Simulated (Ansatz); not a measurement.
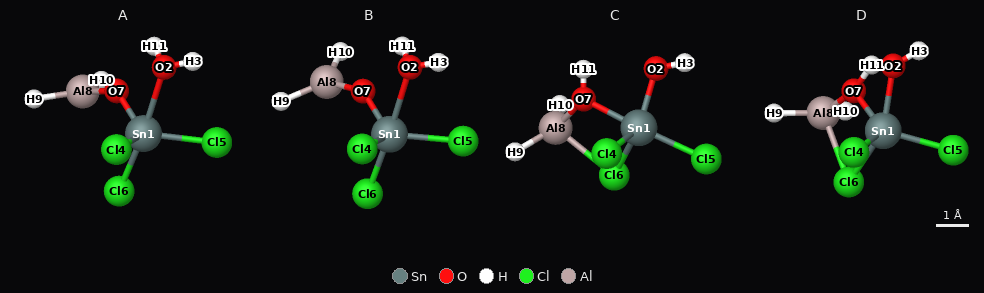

4 geometries from a converged minimum-energy path of AlSnH4O2Cl3, shuffled. The picture is a ball-and-stick view, seen at a tilt.

These are results of RHF/def2-SVP in Ansatz, not measurements. Settings: 5 movable images; climbing image; force threshold 0.03 eV/Å; iteration limit 60; starting path through a guess of the saddle point.

Which frame is the transition state?

Answer. D. In order along the path, whose images run from 0 to 6: C (image 0, 0.00 eV), D (image 2, +1.01 eV), A (image 4, +0.27 eV), B (image 5, +0.27 eV). Breaking: Cl6–Al8 (2.39 → 2.54 at the top → 4.09 Å), O7–H11 (0.95 → 1.20 at the top → 2.40 Å). Forming: O2–H11 (2.41 → 1.21 at the top → 0.95 Å).

Limits of the set-up: Hartree-Fock leaves out electron correlation.

The run took 13 min on 4 threads of Intel(R) Xeon(R) Platinum 8259CL CPU @ 2.50GHz (Skylake/Cascade Lake), on a shared host, peak memory 0.49 GiB.
